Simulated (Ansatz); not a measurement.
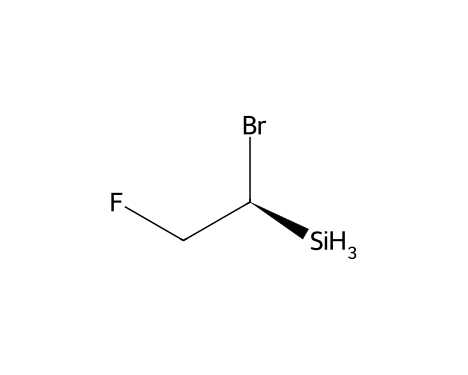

Figure made from data computed with Ansatz.

A structural formula.

### Give its SMILES.

FC[C@H]([SiH3])Br

### Give the formula, hydrogens included.

C2H6BrFSi.

### An optimisation with PBE0-D4/def2-TZVP gave a structure of which point group?

C1.
